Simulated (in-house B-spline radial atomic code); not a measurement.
# Many-body perturbation calculation, with input and output: Ag⁺

System: Ag⁺, core [Kr] 4d10.
Method: relativistic RPA (time-dependent Dirac-Hartree-Fock) and second-order many-body perturbation theory, no-pair Dirac-Coulomb, closed shell, B-spline basis (in-house B-spline radial atomic code).

## Key numbers

- outcome: converged
- hardware: 1 CPU thread, shared host
- wall time: 16 s

## Input
```
basis_form = 2
Z = 47
core_configuration = [Kr] 4d10
rms_radius = 4.5454
mass_number = 107
speed_of_light = 137.035999084
box_radius = 25.846
lmax = 7
intervals = 65
virtual_cutoff = 55225.0
```

The run was one of a batch that the task file lists, launched with:
```bash
python <driver script> task.json out
```

The program writes its results to a structured record and prints no log; tables and figures of this report are taken from that record.

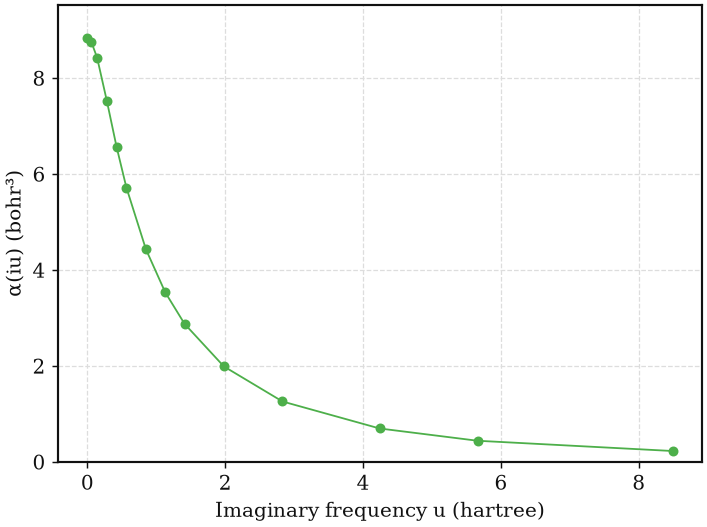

*Dipole polarisability at imaginary frequency of Ag⁺ (silver, Z = 47), [Kr] 4d¹⁰. Relativistic RPA on Dirac–Hartree–Fock, no-pair Dirac–Coulomb, finite nucleus, computed with a B-spline radial code.*

The static dipole polarisability is 8.83 bohr³; α(iu) falls to half of it near u = 0.85 hartree. The Casimir–Polder integral gives C₆ = 51.8 hartree bohr⁶ for two such species.
